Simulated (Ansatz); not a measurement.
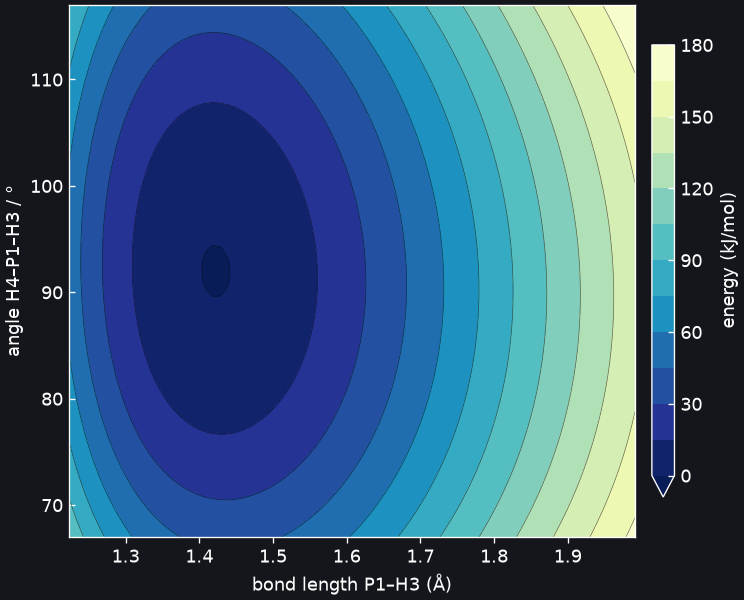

P2H4. First axis: bond length P1–H3. Second axis: angle H4–P1–H3. Nothing is relaxed (all other coordinates rigid). The scan uses a 15 × 15 grid. Points are written as (first, second). Energies: kJ/mol, counted from the lowest grid point. Theory: RKS PBE0-D4/def2-TZVP (Ansatz).

In the figure: filled contours. Between grid points the surface is interpolated.

The lowest grid point is at (1.442 Å, 92.0°). It is the only kind of minimum in the scanned range. The highest grid point, (1.991 Å, 117.0°), lies 179 kJ/mol above the lowest. Round the minimum the two coordinates are nearly uncoupled.

The level of theory is changed to RHF/def2-TZVP (Ansatz); with it change the reference geometry, relaxed at the new level; the new grid has 15 × 15 points, laid about the new relaxed structure.

**What will the new map look like?**

The minimum (interpolated where it lies between grid points) moves from about (1.422 Å, 92°) to about (1.407 Å, 94°). The curvature at the minimum changes from about 21 to 23 eV/Å² along bond length P1–H3 and from about 4.3 to 5.1 eV/rad² along angle H4–P1–H3.

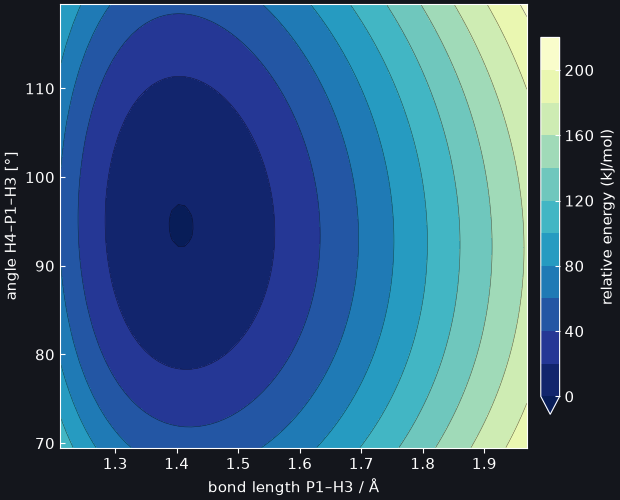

The map after the change, on a colour scale of its own. The picture shows filled contours. Between grid points the surface is interpolated.
